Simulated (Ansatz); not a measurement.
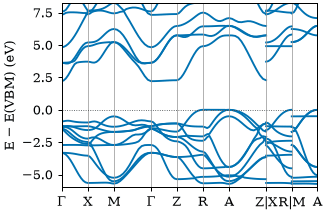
Figure: Band structure from the program Ansatz at the PBEsol level (PAW)

**Question.** Read off the gap and where the band edges lie.

**Answer.** About 2.2 eV (2.21 eV by a search for the band edges); maximum at R, minimum at Γ.

**Question.** Which of these materials gives this?
A. SnO2, P4_2/nmc (Sn on 2a, O on 4d)
B. LiTaO3, P4mm (Ta on 1b, Li on 1a, O on 1b, O on 2c)
C. BaTiO3, P4mm (Ba on 1b, Ti on 1a, O on 2c, O on 1a)
D. SnO2, rutile

**Answer.** B, LiTaO3, P4mm (Ta on 1b, Li on 1a, O on 1b, O on 2c)

The start of the workflow was typed in or built on a structure type; neither database checked (COD, Materials Project) lists it. It is not the phase usual at ambient conditions (space group No. 161). The PBEsol relaxation kept the symmetry of its start; whether a distortion lowers the energy is not shown. No spin polarisation was allowed. Scalar-relativistic: spin–orbit coupling is off unless named, which matters more the heavier the elements.

Potentials: the earlier of the program's two PAW sets. The files were generated under PBE; for other functionals the program regenerates the frozen cores, and for LDA and PBEsol the local potential too.
